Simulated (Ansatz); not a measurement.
## Profile along the Zn–Zn line in Zn (hcp, Mg type)

Zn (hcp, Mg type), conventional cell a = 2.647 Å, b = 2.647 Å, c = 4.679 Å, α = 90.00°, β = 90.00°, γ = 120.00°. The calculation uses the primitive cell of 2 atoms, to which meshes and values per cell refer.

Fields along a shortest Zn–Zn line of a (1 -1 0 0) plane (2.65 Å), from Zn to Zn, interpolated on the slice's grid (step about 0.1 Å). Computed with r2SCAN (plane waves to 500 eV, PAW, scalar-relativistic; Ansatz, a first-principles code). k mesh 20×20×10. Inside the PAW spheres the values are not all-electron values, and peaks at nuclei hang on which shells count as valence. Zn was relaxed with its symmetry unable to fall.

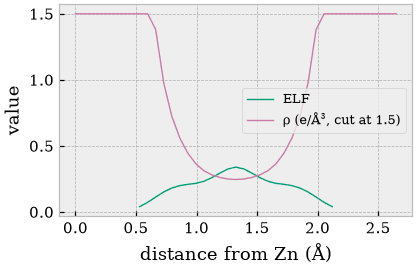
Figure. ELF (away from the nuclei) and valence density from Zn to Zn.

Density on the Zn–Zn line (2.65 Å) at its midpoint: 0.25 e/Å³. ELF at that point: 0.34.
